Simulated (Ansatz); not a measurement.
# C₂H₅AlBrCl: one change and its effect

System: C₂H₅AlBrCl, SMILES C[CH2][Al]([Cl])[Br].
Method of the first run: RKS SPW92/def2-TZVPP (Ansatz 0.2.0).

The geometry comes from this level: PBE0-D4/def2-TZVP. Text and figures count atoms from 1; the logs count them from 0 in places.

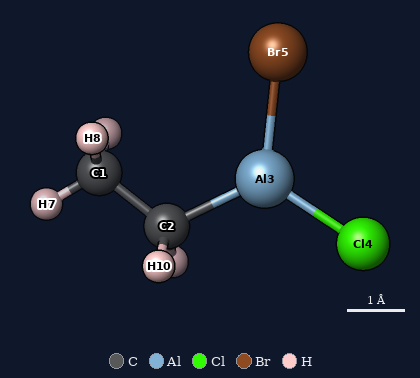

Fig. 1: The structure (ball-and-stick view, seen at a tilt; atoms are numbered from 1 in the order of the input). Sticks mark near contacts.

## The input, the first run
```yaml
crystal:
  periodic: [false, false, false]
  atoms:
    - {symbol: C, position_ang: [-0.425602, 0.112578, 1.294649]}
    - {symbol: C, position_ang: [0.354574, -0.579200, 0.179457]}
    - {symbol: Al, position_ang: [0.262254, 0.249464, -1.572749]}
    - {symbol: Cl, position_ang: [1.270676, -0.573784, -3.210703]}
    - {symbol: Br, position_ang: [-0.924613, 2.126542, -1.942563]}
    - {symbol: H, position_ang: [-1.492437, 0.169479, 1.066870]}
    - {symbol: H, position_ang: [-0.320837, -0.418902, 2.244518]}
    - {symbol: H, position_ang: [-0.082104, 1.137380, 1.452834]}
    - {symbol: H, position_ang: [0.022597, -1.617565, 0.054800]}
    - {symbol: H, position_ang: [1.418592, -0.657195, 0.435787]}
basis:
  gaussian: {orbitals: def2-TZVPP}
hamiltonian: {xc: lda}
output: {orbitals: {seedname: orbitals}}
```

Hardware: 4 CPU threads, shared host.

## Output (the first run)
```
Functional definition: SPW92
  exchange = slater_x
  correlation = pw_c
1594 factors; their error is unknown
mean field evaluation 1: about -91125.7366 eV, gradient 7.9e1 eV
mean field evaluation 2: about -91031.8353 eV, gradient 1.6e2 eV
mean field evaluation 4: about -91140.1705 eV, gradient 1.5e1 eV
mean field evaluation 8: about -91140.6114 eV, gradient 1.0e-1 eV
mean field evaluation 16: about -91140.5664 eV, gradient 1.0e-3 eV
mean field -91140.56642016 eV, -3349.3540386463 hartree, gradient 3.2e-5 eV, S^2 0.000000; 0 other end points of the search recorded, 0 dependent functions left out
reference -91140.56646246 eV, -3349.3540402007 hartree; 41, 41 occupied and 223, 223 virtual orbitals, 1594 factors
Total energy: -91140.56646246 eV, -3349.3540402007 hartree
```

The second run used a changed input.

## The two runs side by side

| quantity | the first run | the second run |
| --- | --- | --- |
| outcome | converged | converged |
| total energy (hartree) | −3349.354040 | −3353.659865 |
| HOMO (eV) | −7.12 | −11.18 |
| LUMO (eV) | −2.04 | 1.86 |
| basis functions | 264 | 264 |
| wall time (shared host) | 2.3 s | 4 min |

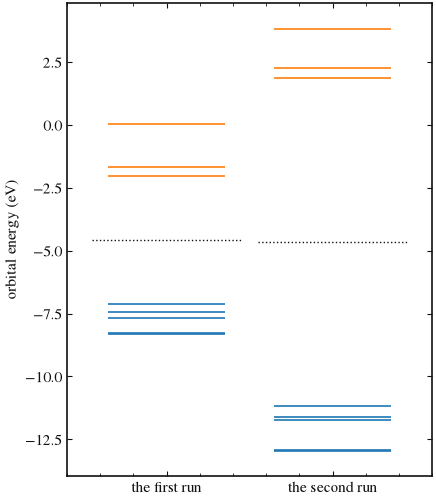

Fig. 2: The five highest filled and three lowest empty orbital energies of the two runs; the dotted lines part filled from empty levels. The HOMO–LUMO gap is 5.08 eV in the first run and 13.04 eV in the second run.

Which change of the input explains these differences?

The change (lines with − go, lines with + come):
```diff
-hamiltonian: {xc: lda}
+correlation: {method: ccsd_t}
```

The total energies belong to different methods, so their difference says nothing on which is more stable or more accurate. The HOMO goes from −7.12 to −11.18 eV. The LUMO goes from −2.04 to 1.86 eV.

## Output (the second run)
```
Functional definition: HF
  exchange = exact_x
  correlation = 0
1582 factors; integrals over basis functions are off by at most 1.2e-3 eV
mean field evaluation 1: about -91228.3234 eV, gradient 3.2e1 eV
mean field evaluation 2: about -91228.5026 eV, gradient 3.2e1 eV
mean field evaluation 4: about -91231.3134 eV, gradient 3.0e0 eV
mean field evaluation 8: about -91231.3583 eV, gradient 1.9e-1 eV
mean field evaluation 16: about -91230.5902 eV, gradient 1.4e1 eV
mean field -91231.35841462 eV, -3352.6905829015 hartree, gradient 3.6e-6 eV, S^2 0.000000; 0 other end points of the search recorded, 0 dependent functions left out
21 core orbitals not correlated: weight in the atoms' cores, before any rotation towards them, 1.000 or more for the frozen orbitals, at most 0.000 for the correlated occupied ones
reference -91231.35841462 eV, -3352.6905829015 hartree; 20, 20 occupied and 223, 223 virtual orbitals, 1582 factors
second order -24.08660361 eV of doubles, -0.00000000 eV of singles
cycle   1  -24.80647640 eV  change   -7.2e-1 eV  update   8.8e-2
cycle   2  -25.33668820 eV  change   -5.3e-1 eV  update   2.4e-2
cycle   3  -25.40520383 eV  change   -6.9e-2 eV  update   1.1e-2
cycle   4  -25.39614026 eV  change    9.1e-3 eV  update   2.6e-3
cycle   5  -25.39630350 eV  change   -1.6e-4 eV  update   1.0e-3
cycle   6  -25.39617803 eV  change    1.3e-4 eV  update   2.9e-4
cycle   7  -25.39604028 eV  change    1.4e-4 eV  update   9.9e-5
cycle   8  -25.39606348 eV  change   -2.3e-5 eV  update   3.5e-5
perturbative correction -0.97945584 eV, -0.0359943383 hartree
Total energy: -91257.73393394 eV, -3353.6598653585 hartree
```
